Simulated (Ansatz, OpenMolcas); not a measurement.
CH5FGeO (SMILES [CH3][GeH]([OH])[F]): methods side by side

The species is CH5FGeO (9 atoms), meant as a singlet with charge 0. As SMILES, `[CH3][GeH]([OH])[F]`. Geometry: relaxed at PBE0-D4/def2-TZVP. This is one conformer, not always the lowest.

Quantity: the vertical ionisation energy (to the doublet cation), in eV. The values are calculated.

```csv
level,kind,program,value (eV),CPU time (all runs)
SVWN5/cc-pVDZ,LDA,OpenMolcas,10.56,2.2 min
PBE/cc-pVDZ,GGA,OpenMolcas,10.42,3.3 min
r2SCAN/cc-pVDZ,meta-GGA,Ansatz,10.73,35 s
r2SCAN0/cc-pVDZ,hybrid meta-GGA,Ansatz,11.18,41 s
HSE06/cc-pVDZ,range-separated hybrid,Ansatz,11.00,22 s
wB97M-V/cc-pVDZ,range-separated hybrid,Ansatz,11.27,2.6 min
PBE-QIDH/cc-pVDZ,double hybrid,Ansatz,11.66,30 s
RPA@PBE/cc-pVDZ,RPA,Ansatz,10.72,27 s
BCCD(T)/cc-pVDZ,coupled cluster or CI,Ansatz,11.29,4.7 min
```

All-electron rows without a relativistic Hamiltonian named are non-relativistic. The values span 10.42 to 11.66 eV. In the correlated wave-function rows the outer d shell of Ge is correlated, in sets not made for it. CPU times are rough (shared hosts, several kinds of processor and program).

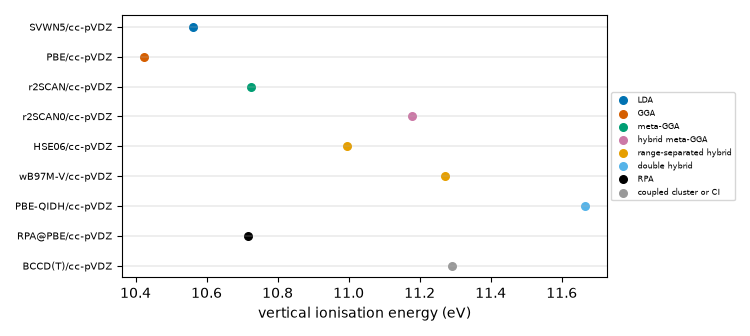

The values of the table, level by level.
